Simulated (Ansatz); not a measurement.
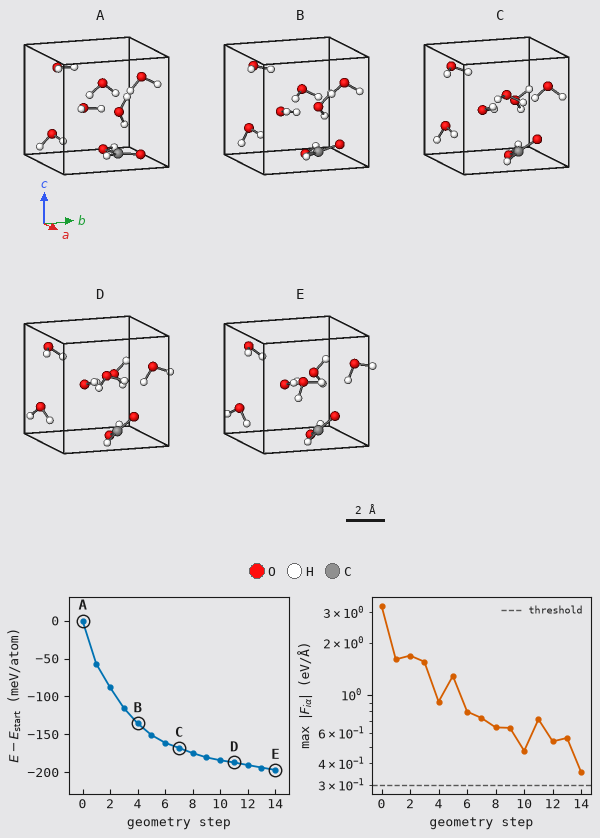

Frames of a relaxation of an amorphous cell of composition H$_{14}$CO$_{8}$, marked on the history of the run. Style: ball-and-stick. Shown: the cell of the calculation, slightly off an axis.

The cell holds 6 H2O + 1 HCOOH. The run prepares the start of a later molecular dynamics calculation, from a guessed geometry.

Theory: DFT PBE-D3(BJ), scalar-relativistic, plane waves, PAW (Ansatz).

The input:
```yaml
accuracy: low
crystal:
  lattice:
    - [6.024897, 0.0, 0.0]
    - [0.0, 6.024897, 0.0]
    - [0.0, 0.0, 6.024897]
  atoms:
    - { symbol: O, position: [0.5282951, 0.364738, 0.4962512] }
    - { symbol: H, position: [0.669655, 0.2911496, 0.5173706] }
    - { symbol: H, position: [0.56674, 0.5204627, 0.4854931] }
    - { symbol: O, position: [0.3038841, 0.1984668, 0.8333623] }
    - { symbol: H, position: [0.312295, 0.3589645, 0.8296627] }
    - { symbol: H, position: [0.4565673, 0.151953, 0.8525517] }
    - { symbol: O, position: [0.913712, 0.4019006, 0.7890825] }
    - { symbol: H, position: [0.9083764, 0.5278377, 0.6893063] }
    - { symbol: H, position: [0.9219249, 0.2748438, 0.6909345] }
    - { symbol: O, position: [0.6288762, 0.8811135, 0.7624973] }
    - { symbol: H, position: [0.6641951, 1.0207745, 0.6911441] }
    - { symbol: H, position: [0.6255156, 0.7753606, 0.6414645] }
    - { symbol: O, position: [0.2305185, 0.8155416, 0.3746048] }
    - { symbol: H, position: [0.1867548, 0.9085099, 0.4982395] }
    - { symbol: H, position: [0.168381, 0.8897442, 0.2462427] }
    - { symbol: O, position: [0.0781063, 0.2348856, 0.186972] }
    - { symbol: H, position: [0.0355268, 0.1333876, 0.0698009] }
    - { symbol: H, position: [0.2252155, 0.2838371, 0.1444686] }
    - { symbol: O, position: [0.4446136, 0.5839765, 0.0905698] }
    - { symbol: C, position: [0.6600535, 0.6457489, 0.0868674] }
    - { symbol: O, position: [0.7258534, 0.8356756, 0.0771831] }
    - { symbol: H, position: [0.358235, 0.7216882, 0.0839299] }
    - { symbol: H, position: [0.7655475, 0.4976802, 0.0939707] }
basis:
  ecutwfc: 420.0
kpoints:
  mp_grid: { grid: [1, 1, 1] }
hamiltonian:
  xc: pbe
  dispersion: d3bj
scf:
  occupations: { method: fermi_dirac, width: 0.02 }
  lower_state_search: "off"
relax:
  f_tol: 0.3
  max_steps: 15
  adjacent_minimum: "off"
```

Command:
```bash
ansatz run input.yaml --threads 1 --pin off --max-ram 3072MiB --backend cpu --events-out ev --progress --plain --runs-dir out
```

Describe the path.

The relaxation stopped without meeting its thresholds, so the last structure isn't shown to be converged. It used up its limit of 15 steps. The atom that moves furthest is H9 (1.39 Å along [1 1 −3]). Largest moves by element: H 1.39 Å, O 1.08 Å, C 0.12 Å. The cell stays as it was. Among the contacts that change: O4–H6 0.969 → 0.995 Å, O13–H14 0.969 → 0.989 Å, O19–C20 1.350 → 1.332 Å, O10–H11 0.969 → 0.983 Å. Among the angles between lasting bonds that change: H5–O4–H6 104.0° → 99.3°. Over 14 geometry steps the energy falls by 197 meV per atom. Largest force component: 3.3 eV/Å at the start, 0.35 eV/Å at the end. From step 0 to 4: H and O atoms move most (0.59 Å), energy −135 meV per atom. From step 4 to 7: H2 moves most (0.52 Å), energy −32.4 meV per atom. From step 7 to 11: H12 moves most (0.61 Å), energy −19.2 meV per atom. From step 11 to 14: H9 moves most (0.58 Å), energy −9.9 meV per atom.

```
step  E − E(0), meV/atom  largest force component, eV/Å
   0                0.00                         3.2757
   1              -57.09                         1.6008
   2              -88.07                         1.6834
   3             -115.25                         1.5521
   4             -135.44                         0.9102
   5             -150.79                         1.2833
   6             -161.10                         0.7974
   7             -167.87                         0.7329
   8             -174.70                         0.6458
   9             -180.38                         0.6419
  10             -184.17                         0.4722
  11             -187.06                         0.7195
  12             -190.45                         0.5356
  13             -193.76                         0.5613
  14             -196.94                         0.3542
```

Limits of the set-up: the program's low-accuracy preset was used; the periodic images lie only 6.0 Å apart, so the values are limited by the cell's size.
